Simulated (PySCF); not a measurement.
**C2H7BF2Si: electronic excitations and core binding energies**

Aim: predict the electronic excitations and core binding energies of C2H7BF2Si (`FB(F)CC[SiH3]`).

The runs use PySCF 2.14.0, with density-fitted response routines of our own; the level of theory stands in each step. All values are computed, except where a source is named. Atoms are numbered from 0 throughout.

**1. The molecule as given**

13 atoms, charge 0, multiplicity 1; geometry from: GFN2-xTB.

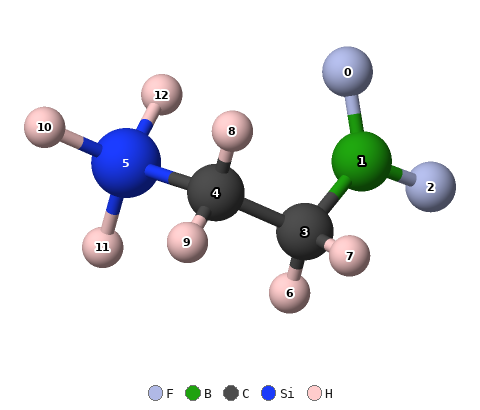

As it starts; fluorine light blue, boron green, carbon dark grey, silicon blue, hydrogen pink, atoms numbered.

**2. Ultraviolet spectrum: CAM-B3LYP/def2-SVPD**

The job: settings as JSON, then the geometry in Å.

```
{"job": {"kind": "uv", "xc": "CAM-B3LYP", "basis": "def2-SVPD", "nstates": 8, "ntriplets": 3}, "charge": 0, "multiplicity": 1}
F     -1.484646     1.670207    -0.583410
B     -1.713441     0.660538     0.232508
F     -2.706671     0.882102     1.073691
C     -0.921880    -0.700394     0.194872
C      0.370101    -0.665841    -0.631277
Si     1.706426     0.461896     0.119935
H     -0.703449    -1.027528     1.214893
H     -1.593314    -1.466487    -0.212338
H      0.133779    -0.328759    -1.641298
H      0.756592    -1.682582    -0.725951
H      2.886837     0.404601    -0.744382
H      2.040520    -0.044719     1.455884
H      1.224760     1.837453     0.229145
```

With the program's defaults for keys left out, this is: TDDFT CAM-B3LYP/def2-SVPD, vertical, gas phase, core orbitals frozen in the response.

Command:

```sh
OMP_NUM_THREADS=1 python probes_run.py task.json out
```

The driver reads the jobs from task.json and runs them one after another.

Output:

```text
coarse grid: 11400 points
cycle   1  E = -594.0161148631  dE =  4.577e-01  |g| = 6.289e-01  |ddm| = 4.500e+00
cycle   2  E = -594.0061972187  dE =  9.918e-03  |g| = 7.441e-01  |ddm| = 1.233e+00
cycle   3  E = -594.0920581652  dE = -8.586e-02  |g| = 4.573e-02  |ddm| = 5.434e-01
cycle   4  E = -594.0924195993  dE = -3.614e-04  |g| = 2.382e-02  |ddm| = 9.705e-02
cycle   5  E = -594.0925559784  dE = -1.364e-04  |g| = 4.870e-03  |ddm| = 3.356e-02
cycle   6  E = -594.0925621609  dE = -6.183e-06  |g| = 7.287e-04  |ddm| = 7.399e-03
final grid: 106368 points
cycle   7  E = -594.1717888013  dE = -4.382e-05  |g| = 3.057e-03  |ddm| = 5.789e-02
cycle   8  E = -594.1717892994  dE = -4.980e-07  |g| = 2.728e-03  |ddm| = 7.539e-03
cycle   9  E = -594.1717911418  dE = -1.842e-06  |g| = 2.158e-04  |ddm| = 3.237e-03
cycle  10  E = -594.1717911523  dE = -1.053e-08  |g| = 1.018e-04  |ddm| = 4.790e-04
cycle  11  E = -594.1717911542  dE = -1.875e-09  |g| = 3.185e-05  |ddm| = 1.296e-04
cycle  12  E = -594.1717911544  dE = -1.744e-10  |g| = 6.764e-06  |ddm| = 3.158e-05
converged SCF energy = -594.1717911544

Static polarisability (au): isotropic 64.253, principal 58.690 62.426 71.643

Singlet excitations
state   eV       nm        f      main configurations
  1   7.7782    159.4   0.00355   H->L 0.68, H->L+1 0.26
  2   8.1294    152.5   0.01355   H->L+1 0.51, H->L 0.20, H->L+3 0.11
  3   8.3829    147.9   0.00515   H-1->L+1 0.29, H-1->L 0.21, H-3->L+1 0.20
  4   8.6683    143.0   0.01222   H-1->L 0.47, H->L+2 0.12, H-3->L+1 0.11
  5   8.7403    141.9   0.02038   H-2->L 0.28, H->L+2 0.25
  6   8.9355    138.8   0.06432   H-2->L 0.32, H->L+2 0.19, H-2->L+3 0.08
  7   9.0224    137.4   0.03181   H-3->L 0.45, H-1->L+1 0.21, H->L+3 0.12
  8   9.0248    137.4   0.03823   H->L+5 0.61, H->L+3 0.14

Triplet excitations (Tamm-Dancoff, eV): 7.2656 7.6123 8.0037
```

Wall time 56 s (1 thread of Arm Neoverse N1, shared host); peak memory 0.81 GiB.

The orbitals next to the gap, with their largest atomic shares:

| orbital | eV | atoms |
| --- | --- | --- |
| HOMO−3 | -11.49 | C3 20 %, Si5 18 %, H12 15 % |
| HOMO−2 | -11.08 | Si5 35 %, H10 26 %, H11 16 % |
| HOMO−1 | -10.94 | Si5 23 %, H12 16 %, C4 15 % |
| HOMO | -10.13 | C4 35 %, Si5 23 %, C3 13 % |
| LUMO | 0.76 | B1 36 %, Si5 15 %, C3 10 % |
| LUMO+1 | 1.15 | B1 35 %, C3 13 %, F0 13 % |
| LUMO+2 | 1.54 | Si5 38 %, B1 13 %, H11 8 % |

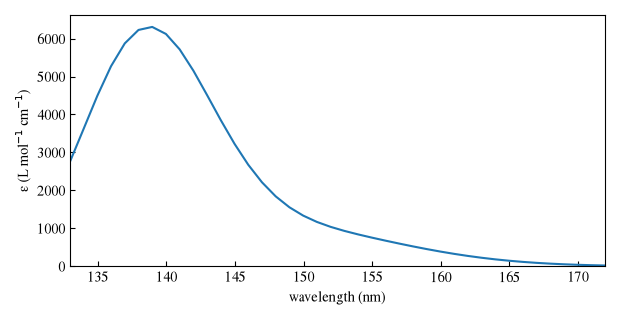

Absorption spectrum: each of the 8 states is a Gaussian band of 0.4 eV half-width at 1/e. Beyond the last state computed it falls off for lack of states.

Ground-state properties from the same run:

| property | computed |
| --- | --- |
| dipole moment (D) | 1.89 |
| polarisability (Å³) | 9.52 |
| HOMO–LUMO gap (eV) | 10.90 |
| −ε(HOMO) (eV) | 10.13 |

**3. X-ray photoelectron lines: SCAN, X2C**

Settings changed since step 2:

```diff
@@ -1,2 +1,2 @@
-{"job": {"kind": "uv", "xc": "CAM-B3LYP", "basis": "def2-SVPD", "nstates": 8, "ntriplets": 3}, "charge": 0, "multiplicity": 1}
+{"job": {"kind": "xps"}, "charge": 0, "multiplicity": 1}
 F     -1.484646     1.670207    -0.583410
```

With the program's defaults for keys left out, this is: delta-SCF UKS SCAN, pcX-2 on the ionised atom, pcseg-1 elsewhere, spin-free X2C.

Output:

```text
ground state, core basis on atom 0 (F), 154 functions
  cycle   1  E = -595.11991498  |g| = 7.63e-01
  cycle   2  E = -594.97424677  |g| = 1.23e+00
  cycle   3  E = -595.22227295  |g| = 1.09e-01
  cycle   4  E = -595.22432028  |g| = 4.40e-02
  cycle   5  E = -595.22468228  |g| = 1.04e-02
  cycle   6  E = -595.22469534  |g| = 6.40e-03
  cycle   7  E = -595.22470160  |g| = 1.46e-03
  cycle   8  E = -595.22470063  |g| = 6.11e-04
  cycle   9  E = -595.22470069  |g| = 6.47e-05
  E(ground) = -595.25318442 Eh
hole in F 1s of atom 0
  cycle   1  E = -568.85378651  |g| = 2.58e+00
  cycle   2  E = -568.83121618  |g| = 2.10e+00
  cycle   3  E = -569.68032681  |g| = 4.10e-01
  cycle   4  E = -569.68197149  |g| = 3.91e-01
  cycle   5  E = -569.73166907  |g| = 4.51e-02
  cycle   6  E = -569.73217875  |g| = 2.62e-02
  cycle   7  E = -569.73254789  |g| = 3.09e-03
  cycle   8  E = -569.73255139  |g| = 1.48e-03
  cycle   9  E = -569.73255154  |g| = 5.05e-04
  cycle  10  E = -569.73255182  |g| = 1.57e-04
  E(ion) = -569.76819125 Eh   <S^2> = 0.7562   hole on atom = 1.000   binding energy = 693.482 eV
ground state, core basis on atom 1 (B), 154 functions
  cycle   1  E = -595.18039855  |g| = 1.18e-01
  cycle   2  E = -595.17680290  |g| = 1.88e-01
  cycle   3  E = -595.18223056  |g| = 1.19e-02
  cycle   4  E = -595.18223672  |g| = 1.01e-02
  cycle   5  E = -595.18225658  |g| = 1.58e-03
  cycle   6  E = -595.18225527  |g| = 3.36e-04
  E(ground) = -595.20989402 Eh
hole in B 1s of atom 1
  cycle   1  E = -587.47619679  |g| = 1.16e+00
  cycle   2  E = -585.41508090  |g| = 1.94e+00
  cycle   3  E = -587.70813639  |g| = 4.40e-01
  cycle   4  E = -587.84310575  |g| = 1.05e-01
  cycle   5  E = -587.84600666  |g| = 8.63e-02
  cycle   6  E = -587.84877262  |g| = 3.93e-02
  cycle   7  E = -587.84927292  |g| = 1.62e-02
  cycle   8  E = -587.84937885  |g| = 5.47e-03
  cycle   9  E = -587.84939756  |g| = 2.69e-03
  cycle  10  E = -587.84940032  |g| = 2.60e-03
  cycle  11  E = -587.84940391  |g| = 5.98e-04
  cycle  12  E = -587.84940515  |g| = 3.44e-04
  E(ion) = -587.87987368 Eh   <S^2> = 0.8021   hole on atom = 1.000   binding energy = 199.460 eV
ground state, core basis on atom 3 (C), 154 functions
  cycle   1  E = -595.18020178  |g| = 5.83e-02
  cycle   2  E = -595.18015350  |g| = 2.57e-02
  cycle   3  E = -595.18016303  |g| = 2.52e-02
  cycle   4  E = -595.18026886  |g| = 2.90e-03
  cycle   5  E = -595.18027069  |g| = 4.14e-04
  E(ground) = -595.20622530 Eh
hole in C 1s of atom 3
  cycle   1  E = -583.92976351  |g| = 1.51e+00
  cycle   2  E = -583.28752837  |g| = 1.81e+00
  cycle   3  E = -584.44038078  |g| = 3.73e-01
  cycle   4  E = -584.47614690  |g| = 2.31e-01
  cycle   5  E = -584.49208241  |g| = 4.81e-02
  cycle   6  E = -584.49282874  |g| = 6.89e-03
  cycle   7  E = -584.49285899  |g| = 3.19e-03
  cycle   8  E = -584.49286694  |g| = 1.89e-03
  cycle   9  E = -584.49286893  |g| = 1.24e-03
  cycle  10  E = -584.49286954  |g| = 3.87e-04
  E(ion) = -584.51784422 Eh   <S^2> = 0.7677   hole on atom = 1.000   binding energy = 290.846 eV
ground state, core basis on atom 4 (C), 154 functions
  cycle   1  E = -595.18081832  |g| = 5.85e-02
  cycle   2  E = -595.18076225  |g| = 2.44e-02
  cycle   3  E = -595.18079024  |g| = 2.19e-02
  cycle   4  E = -595.18090546  |g| = 2.56e-03
  cycle   5  E = -595.18090780  |g| = 4.24e-04
  E(ground) = -595.20683261 Eh
hole in C 1s of atom 4
  cycle   1  E = -583.93464607  |g| = 1.51e+00
  cycle   2  E = -583.24802977  |g| = 1.83e+00
  cycle   3  E = -584.46450471  |g| = 3.30e-01
  cycle   4  E = -584.50440264  |g| = 1.19e-01
  cycle   5  E = -584.50775418  |g| = 6.57e-02
  cycle   6  E = -584.50909751  |g| = 1.23e-02
  cycle   7  E = -584.50914286  |g| = 7.81e-03
  cycle   8  E = -584.50916511  |g| = 2.56e-03
  cycle   9  E = -584.50916837  |g| = 1.25e-03
  cycle  10  E = -584.50917066  |g| = 5.96e-04
  cycle  11  E = -584.50917088  |g| = 1.04e-04
  E(ion) = -584.53418553 Eh   <S^2> = 0.7692   hole on atom = 1.000   binding energy = 290.418 eV
ground state, core basis on atom 5 (Si), 165 functions
  cycle   1  E = -595.27370216  |g| = 2.86e-01
  cycle   2  E = -595.27375339  |g| = 3.35e-02
  cycle   3  E = -595.27370935  |g| = 2.78e-02
  cycle   4  E = -595.27385019  |g| = 8.25e-03
  cycle   5  E = -595.27386567  |g| = 1.22e-03
  cycle   6  E = -595.27386729  |g| = 2.67e-04
  E(ground) = -595.25825007 Eh
hole in Si 1s of atom 5
  cycle   1  E = -526.35736834  |g| = 4.35e+00
  cycle   2  E = -526.69079240  |g| = 2.01e+00
  cycle   3  E = -527.23864998  |g| = 5.63e-01
  cycle   4  E = -527.38800517  |g| = 2.10e-01
  cycle   5  E = -527.41100140  |g| = 6.77e-02
  cycle   6  E = -527.41304562  |g| = 2.53e-02
  cycle   7  E = -527.41329909  |g| = 1.12e-02
  cycle   8  E = -527.41333703  |g| = 4.66e-03
  cycle   9  E = -527.41334461  |g| = 1.17e-03
  cycle  10  E = -527.41334539  |g| = 3.29e-04
  E(ion) = -527.40570950 Eh   <S^2> = 0.7523   hole on atom = 1.000   binding energy = 1846.362 eV
hole in Si 2p of atom 5
  cycle   1  E = -591.01502581  |g| = 1.23e+00
  cycle   2  E = -591.00999940  |g| = 9.85e-01
  cycle   3  E = -591.31797955  |g| = 1.70e-01
  cycle   4  E = -591.33241058  |g| = 7.51e-02
  cycle   5  E = -591.33504543  |g| = 2.92e-02
  cycle   6  E = -591.33546833  |g| = 7.90e-03
  cycle   7  E = -591.33548424  |g| = 4.42e-03
  cycle   8  E = -591.33549161  |g| = 1.02e-03
  cycle   9  E = -591.33549143  |g| = 3.18e-04
  E(ion) = -591.33133810 Eh   <S^2> = 0.7524   hole on atom = 1.002   binding energy = 106.857 eV
  2p3/2 = 106.657 eV   2p1/2 = 107.280 eV
```

It took 1.9 min on 1 thread of Arm Neoverse N1, shared host; peak memory 0.65 GiB.

The holes in one table. −ε is the ground-state orbital energy:

| hole | stands for | environment | ΔSCF (eV; 2p as the shell's mean) | −ε (eV) | ⟨S²⟩ |
| --- | --- | --- | --- | --- | --- |
| F1s on F0 | F0, F2 | fluorine bonded to B | 693.48 | 667.2 | 0.756 |
| B1s on B1 | B1 | boron bonded to C, 2 F | 199.46 | 182.8 | 0.802 |
| C1s on C3 | C3 | sp3 CH2 bonded to B | 290.85 | 273.8 | 0.768 |
| C1s on C4 | C4 | sp3 CH2 bonded to Si | 290.42 | 273.7 | 0.769 |
| Si1s on Si5 | Si5 | silicon bonded to C, 3 H | 1846.36 | 1793.1 | 0.752 |
| Si2p on Si5 | Si5 | silicon bonded to C, 3 H | 106.86 | 96.0 | 0.752 |

Each hole run stands for the others of its class of like atoms.

With the spin-orbit splitting: Si5 2p3/2 106.66, 2p1/2 107.28 eV. The table gives each 2p level as the mean over the whole 2p shell (two parts 2p3/2, one part 2p1/2), which differs a little from the single hole in the log.

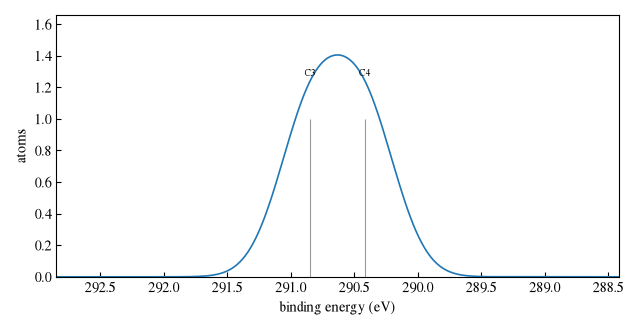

The C1s photoelectron lines, weighted by the number of atoms. Lines are broadened to a width of 0.60 eV (Gaussian).

**4. Results**

| quantity | value |
| --- | --- |
| lowest singlet (CAM-B3LYP/def2-SVPD) | 7.78 eV (159 nm), f = 0.004 |
| brightest single state of those computed | state 6, 8.94 eV, f = 0.064 |
| lowest triplet | 7.27 eV |
| C1s binding energies, SCAN/pcX-2 | C3 290.85, C4 290.42 eV |
| F1s binding energies, SCAN/pcX-2 | F0 693.48 eV |
| B1s binding energies, SCAN/pcX-2 | B1 199.46 eV |
| Si1s binding energies, SCAN/pcX-2 | Si5 1846.36 eV |
| Si2p binding energies, SCAN/pcX-2 | Si5 106.86 eV |

What this shows: The first singlet state (HOMO→LUMO 0.68, HOMO→LUMO+1 0.26) lies at 7.78 eV and is weak; of the 8 states computed, the strongest absorption comes from states 7 to 8 together at 9.02 eV (the last computed, so partners may be missing). The lowest triplet lies 0.51 eV below the lowest singlet (triplets in Tamm-Dancoff, singlets in full TDDFT). C3 (sp3 CH2 bonded to B) binds its C1s electron 0.43 eV more tightly than C4 (sp3 CH2 bonded to Si).
